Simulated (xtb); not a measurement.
Run report: AlH, geometry relaxation (part 1 of 2)

AlH, SMILES [AlH], computed with GFN1-xTB (xtb 6.7.1 later snapshot).

The geometry comes from this level: GFN2-xTB.

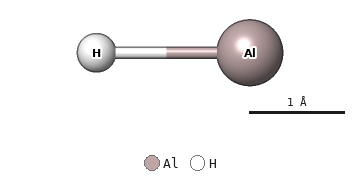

*The structure as given in the input (ball-and-stick view, seen at an oblique angle). Sticks mark near contacts.*

Bond lengths as drawn: Al–H 1.61 Å.

The input (coord):
```
$coord
      0.000000000000      0.000000000000      0.000000000000  al
      0.000000000000      0.000000000000      3.049016410300  h
$end
```

File .CHRG:
```
0
```

File .UHF:
```
0
```

Run on 1 thread of Arm Neoverse V1, 24 GiB of memory available, shared host.

Run as:
```bash
xtb coord --gfn 1 --ohess > run.log
```

Log:
```
* xtb version 6.7.1
   ID    Z sym.   atoms
    1   13 al     1
    2    1 h      2

           -------------------------------------------------
          |                Calculation Setup                |
           -------------------------------------------------

          program call               : xtb coord --gfn 1 --ohess
          coordinate file            : coord
          omp threads                :                     1

           -------------------------------------------------
          |                 G F N 1 - x T B                 |
           -------------------------------------------------

      * Hamiltonian:
        H0-scaling (s, p, d)           1.850000    2.250000    2.000000
        zeta-weighting                 0.000000
      * Dispersion:
        s8                             2.400000
        a1                             0.630000
        a2                             5.000000
        s9                             0.000000
      * Repulsion:
        kExp                           1.500000
        rExp                           1.000000
      * Coulomb:
        alpha                          2.000000
        third order                    atomic
        anisotropic                    false
      * Halogen bond correction:
        rad-scale                      1.300000
        damping                        0.440000

          ...................................................
          :                      SETUP                      :
          :.................................................:
          :  # basis functions                  12          :
          :  # atomic orbitals                  11          :
          :  # shells                            5          :
          :  # electrons                         4          :
          :  # halogen bonds                     0          :
          :  max. iterations                   250          :
          :  Hamiltonian                  GFN1-xTB          :
          :  restarted?                      false          :
          :  GBSA solvation                  false          :
          :  PC potential                    false          :
          :  electronic temp.          300.0000000     K    :
          :  accuracy                    1.0000000          :
          :  -> integral cutoff          0.2500000E+02      :
          :  -> integral neglect         0.1000000E-07      :
          :  -> SCF convergence          0.1000000E-05 Eh   :
          :  -> wf. convergence          0.2000000E-04 e    :
          :  Broyden damping             0.4000000          :
          :  net charge                          0          :
          :  unpaired electrons                  0          :
          ...................................................

 iter      E             dE          RMSdq      gap      omega  full diag
   1     -1.7791546 -0.177915E+01  0.392E+00    7.23       0.0  T
   2     -1.7855030 -0.634838E-02  0.170E+00    6.74       1.0  T
   3     -1.7867733 -0.127030E-02  0.180E-01    6.32       1.0  T
   4     -1.7867810 -0.774200E-05  0.118E-01    6.39       1.0  T
   5     -1.7867902 -0.912496E-05  0.267E-03    6.36      26.5  T
   6     -1.7867902 -0.511056E-08  0.361E-04    6.36     195.8  T
   7     -1.7867902 -0.657745E-10  0.507E-06    6.36   13945.4  T
   8     -1.7867902 -0.146549E-13  0.449E-09    6.36  100000.0  T

   *** convergence criteria satisfied after 8 iterations ***

         #    Occupation            Energy/Eh            Energy/eV
      -------------------------------------------------------------
         1        2.0000           -0.4981257             -13.5547
         2        2.0000           -0.3719622             -10.1216 (HOMO)
         3                         -0.1382206              -3.7612 (LUMO)
         4                         -0.1382206              -3.7612
         5                         -0.0888356              -2.4173
         6                         -0.0756220              -2.0578
         7                         -0.0756220              -2.0578
       ...                                ...                  ...
        11                          0.6859402              18.6654
      -------------------------------------------------------------
                  HL-Gap            0.2337417 Eh            6.3604 eV
             Fermi-level           -0.2550914 Eh           -6.9414 eV

 SCC (total)                   0 d,  0 h,  0 min,  0.001 sec
 SCC setup                      ...        0 min,  0.000 sec (  4.819%)
 Dispersion                     ...        0 min,  0.000 sec (  2.063%)
 classical contributions        ...        0 min,  0.000 sec (  0.376%)
 integral evaluation            ...        0 min,  0.000 sec ( 20.828%)
 iterations                     ...        0 min,  0.000 sec ( 50.454%)
 molecular gradient             ...        0 min,  0.000 sec ( 12.034%)
 printout                       ...        0 min,  0.000 sec (  8.287%)

         :::::::::::::::::::::::::::::::::::::::::::::::::::::
         ::                     SUMMARY                     ::
         :::::::::::::::::::::::::::::::::::::::::::::::::::::
         :: total energy              -1.784056000189 Eh    ::
         :: gradient norm              0.049672562566 Eh/a0 ::
         :: HOMO-LUMO gap              6.360435107419 eV    ::
         ::.................................................::
         :: SCC energy                -1.786790168087 Eh    ::
         :: -> electrostatic           0.010983454724 Eh    ::
         :: repulsion energy           0.002898240434 Eh    ::
         :: dispersion energy         -0.000164072537 Eh    ::
         :: halogen bond corr.         0.000000000000 Eh    ::
         :: add. restraining           0.000000000000 Eh    ::
         :: total charge              -0.000000000000 e     ::
         :::::::::::::::::::::::::::::::::::::::::::::::::::::

      -----------------------------------------------------------
     |                   =====================                   |
     |                        A N C O P T                        |
     |                   =====================                   |
     |               Approximate Normal Coordinate               |
     |                Rational Function Optimizer                |
      -----------------------------------------------------------

          ...................................................
          :                      SETUP                      :
          :.................................................:
          :   optimization level            normal          :
          :   max. optcycles                   200          :
          :   ANC micro-cycles                  20          :
          :   degrees of freedom                 1          :
          :.................................................:
          :   RF solver                   davidson          :
          :   write xtbopt.log                true          :
          :   linear (good luck)              true          :
          :   energy convergence         0.5000000E-05 Eh   :
          :   grad. convergence          0.1000000E-02 Eh/α :
          :   maximum RF displ.          1.0000000          :
          :   Hlow (freq-cutoff)         0.1000000E-01      :
          :   Hmax (freq-cutoff)         5.0000000          :
          :   S6 in model hess.         20.0000000          :
          ...................................................

generating ANC from exact Hessian ...
Using Lindh-Hessian (1995)
 Shifting diagonal of input Hessian by    0.0000000000000000
 Lowest  eigenvalues of input Hessian
    0.000000    0.000000    0.000000    0.000000    0.000000    0.255538
 Highest eigenvalues
    0.000000    0.000000    0.000000    0.000000    0.000000    0.255538

........................................................................
.............................. CYCLE    1 ..............................
........................................................................

 iter      E             dE          RMSdq      gap      omega  full diag
   1     -1.7867902 -0.178679E+01  0.404E-10    6.36       0.0  T
   2     -1.7867902  0.199840E-14  0.174E-10    6.36  100000.0  T
   3     -1.7867902 -0.155431E-14  0.440E-11    6.36  100000.0  T
     SCC iter.                  ...        0 min,  0.000 sec
     gradient                   ...        0 min,  0.000 sec
 * total energy  :    -1.7840560 Eh     change       -0.8881784E-15 Eh
   gradient norm :     0.0496726 Eh/α   predicted     0.0000000E+00 (-100.00%)
   displ. norm   :     0.1875470 α      lambda       -0.9315937E-02
   maximum displ.:     0.1875470 α      in ANC's #1, #1, #1, ...

........................................................................
.............................. CYCLE    2 ..............................
........................................................................

 iter      E             dE          RMSdq      gap      omega  full diag
   1     -1.7902360 -0.179024E+01  0.543E-01    6.44       0.0  T
   2     -1.7902886 -0.526417E-04  0.272E-01    6.38       1.0  T
   3     -1.7902948 -0.621069E-05  0.423E-02    6.34       1.7  T
   4     -1.7902954 -0.573105E-06  0.643E-04    6.35     110.0  T
   5     -1.7902954 -0.222448E-09  0.424E-06    6.35   16659.5  T
   6     -1.7902954 -0.266454E-14  0.174E-06    6.35   40728.1  T
     SCC iter.                  ...        0 min,  0.000 sec
     gradient                   ...        0 min,  0.000 sec
 * total energy  :    -1.7894995 Eh     change       -0.5443517E-02 Eh
   gradient norm :     0.0107059 Eh/α   predicted    -0.4821807E-02 ( -11.42%)
   displ. norm   :     0.0513912 α      lambda       -0.5501853E-03
   maximum displ.:     0.0513912 α      in ANC's #1, #1, #1, ...

........................................................................
.............................. CYCLE    3 ..............................
........................................................................

 iter      E             dE          RMSdq      gap      omega  full diag
   1     -1.7903609 -0.179036E+01  0.141E-01    6.35       0.0  T
   2     -1.7903646 -0.372592E-05  0.699E-02    6.34       1.0  T
   3     -1.7903651 -0.411996E-06  0.113E-02    6.33       6.3  T
   4     -1.7903651 -0.380170E-07  0.452E-05    6.33    1562.8  T
   5     -1.7903651 -0.657474E-12  0.989E-07    6.33   71509.7  T
     SCC iter.                  ...        0 min,  0.000 sec
     gradient                   ...        0 min,  0.000 sec
 * total energy  :    -1.7898283 Eh     change       -0.3287684E-03 Eh
   gradient norm :     0.0022360 Eh/α   predicted    -0.2758200E-03 ( -16.11%)
   displ. norm   :     0.0135649 α      lambda       -0.3032919E-04
   maximum displ.:     0.0135649 α      in ANC's #1, #1, #1, ...

........................................................................
.............................. CYCLE    4 ..............................
........................................................................

 iter      E             dE          RMSdq      gap      omega  full diag
   1     -1.7903240 -0.179032E+01  0.366E-02    6.33       0.0  T
   2     -1.7903242 -0.254686E-06  0.182E-02    6.32       3.9  T
   3     -1.7903243 -0.276498E-07  0.296E-03    6.32      23.9  T
   4     -1.7903243 -0.257502E-08  0.293E-06    6.32   24135.5  T
   5     -1.7903243 -0.710543E-14  0.247E-07    6.32  100000.0  T
     SCC iter.                  ...        0 min,  0.000 sec
     gradient                   ...        0 min,  0.000 sec
 * total energy  :    -1.7898444 Eh     change       -0.1610678E-04 Eh
   gradient norm :     0.0001493 Eh/α   predicted    -0.1516857E-04 (  -5.82%)
   displ. norm   :     0.0014557 α      lambda       -0.1484575E-06
   maximum displ.:     0.0014557 α      in ANC's #1, #1, #1, ...

........................................................................
.............................. CYCLE    5 ..............................
........................................................................

 iter      E             dE          RMSdq      gap      omega  full diag
   1     -1.7903184 -0.179032E+01  0.392E-03    6.32       0.0  T
   2     -1.7903185 -0.291550E-08  0.194E-03    6.32      36.4  T
   3     -1.7903185 -0.315524E-09  0.318E-04    6.32     222.7  T
   4     -1.7903185 -0.294273E-10  0.560E-08    6.32  100000.0  T
   5     -1.7903185  0.199840E-14  0.260E-08    6.32  100000.0  T
     SCC iter.                  ...        0 min,  0.000 sec
     gradient                   ...        0 min,  0.000 sec
 * total energy  :    -1.7898444 Eh     change       -0.5698850E-07 Eh
   gradient norm :     0.0000709 Eh/α   predicted    -0.7244216E-07 (  27.12%)
   displ. norm   :     0.0004686 α      lambda       -0.2214852E-07
   maximum displ.:     0.0004686 α      in ANC's #1, #1, #1, ...

   *** GEOMETRY OPTIMIZATION CONVERGED AFTER 5 ITERATIONS ***

------------------------------------------------------------------------
 total energy gain   :        -0.0057884 Eh       -3.6323 kcal/mol
 total RMSD          :         0.1795760 a0        0.0950 Å
 total power (kW/mol):        -3.0395140 (step)-5022.0312 (real)
```
